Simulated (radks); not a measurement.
Atomic calculation, with input and output: Mo³⁺

- system: Mo³⁺, configuration [Kr] 4d3.
- method: Dirac Kohn-Sham, PBEsol, spin-unpolarised, spherical densities, finite nucleus (radks)

### The program's output
```
1s1/2   1   2.0000        -728.83636154
2s1/2   1   2.0000        -103.95845337
2p1/2   1   2.0000         -95.75091259
2p3/2   1   4.0000         -91.83885069
3s1/2   1   2.0000         -18.67924341
3p1/2   1   2.0000         -15.55663399
3p3/2   1   4.0000         -14.91202792
3d3/2   1   4.0000          -9.38728435
3d5/2   1   6.0000          -9.26515263
4s1/2   1   2.0000          -3.53107055
4p1/2   1   2.0000          -2.63231172
4p3/2   1   4.0000          -2.53701093
4d3/2   1   3.0000          -1.21201830
4d5/2   1   0.0000          -1.20143193
Etot -4045.1778548921116
Ekin 4194.248862942497
Encl -9730.039716269703
Eh 1611.1574395357625
Exc -120.54444110066828
err 1.231076681915346e-09
it 14
```

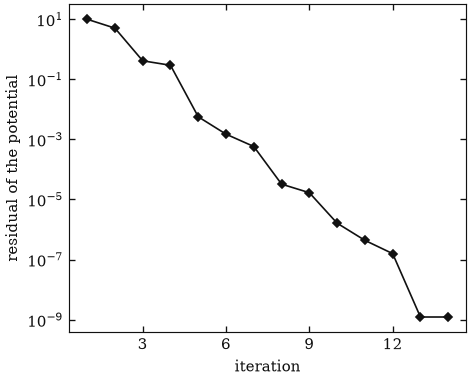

Figure 1. Convergence: residual of the potential against the iteration. The residual falls almost steadily, with no more than small rises or pauses. It goes from 9.9 to 1.2×10⁻⁹ in 14 steps.

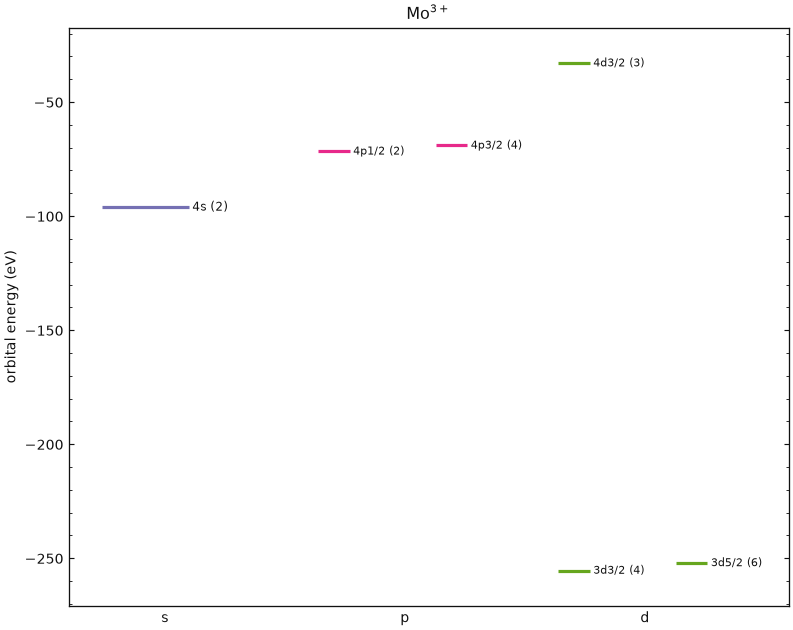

Figure 2. The outer levels are drawn (occupations in brackets, the lower j at the left of each column). They are the filled levels of this odd run. The highest occupied level is 4d3/2 at −33.0 eV. The highest 4 occupied levels, from the top down, are 4d3/2 (−33.0 eV), 4p3/2 (−69.0 eV), 4p1/2 (−71.6 eV), 4s (−96.1 eV). Spin-orbit splittings: 4p 2.59 eV, 3d 3.32 eV.

### Input file
```
Z 42
configuration [Kr] 4d3
relativity Dirac
functional pbe_sol,pbe_sol
spin unpolarised
j_filling energy
nucleus finite rms 4.4091 fm
c 137.035999084
mesh_end 8
max_iterations 64
```

Energies in input and log are in hartree, lengths in bohr (the nuclear radius in fm).

Launched within a batch (the task file carries these settings):
```bash
python <driver script> task.json out
```

### Outcome

- outcome: converged
- total energy: −4045.1779 hartree
- kinetic energy: 4194.2489 hartree
- electron–nucleus energy: −9730.0397 hartree
- Hartree energy: 1611.1574 hartree
- exchange–correlation energy: −120.544441 hartree
- radius at density 0.001 e/bohr³: 3.28 bohr
- SCF iterations: 14
- hardware: 1 thread of Arm Neoverse V2, 23 GiB of memory available, shared host

### What is odd here

A numerical setting was moved from its usual value: mesh end rmax = 8. The program ran to the end, and its total energy equals that of the same run with the usual input (−4045.17786 hartree) within 10⁻⁵ hartree, so the oddity leaves no trace in it.
